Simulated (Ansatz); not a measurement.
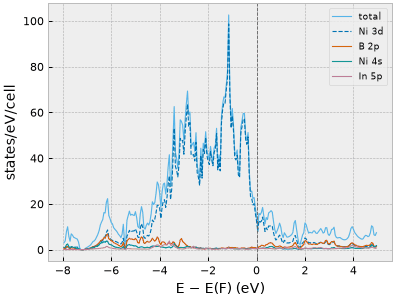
Fig. 1. Total and projected density of states of In2Ni21B6 in space group Fm-3m (No. 225; Pearson symbol cF116), the program Ansatz at the r²SCAN level (PAW)

### Question
Which orbitals carry the states next to the Fermi level?

### Answer
Within 0.5 eV of the Fermi level: Ni 3d 88 %. Projections are on Löwdin-orthogonalised atomic valence shells; empty p or d shells of many metals are not among them.

### Question
Where is the tallest occupied peak in this window, and what makes it?

### Answer
Near -1.1 eV, about 100 states/eV per cell; the largest projected share is Ni 3d.

The first step of the workflow began from a Materials Project structure, measured or hypothetical; the Crystallography Open Database files this formula in space group No. 225, but the cells were not matched. Its standing as an ambient phase is unchecked. The r²SCAN relaxation kept the symmetry of its start; its stability against distortions is not shown here. Magnetic state: ferromagnetic, the only order run, not a proven ground state. Other orbital occupations within this spin state were not tried. Scalar-relativistic: spin–orbit coupling is off unless named, which matters more the heavier the elements.

Potentials: the later of the program's two PAW sets.
